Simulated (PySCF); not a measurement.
Vertical excitations of a molecule C₂H₄F₂OSi from TDA-PBE0/def2-SVPD (PySCF), as energy in eV (oscillator strength): 3.17 (0.002), 5.93 (0.037), 6.24 (0.005), 6.81 (0.062), 7.07 (0.001), 7.22 (0.005), 7.46 (0.021), 7.79 (0.000), 7.91 (0.114), 8.07 (0.009). Lowest triplet (TDA): 2.38 eV. Geometry optimised at B3LYP-D3(BJ)/def2-SVP. The values are those of a single conformer.

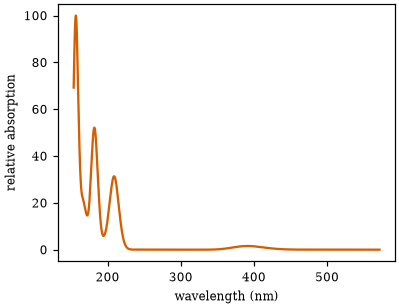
Figure. The lines broadened by 0.4 eV.

Which structure fits?
(A) O[Si@H](F)/C=C\F
(B) C=CO[SiH](F)F
(C) O=C[Si@@H](F)CF
(D) O=C([SiH3])C(F)F

C, O=C[Si@@H](F)CF
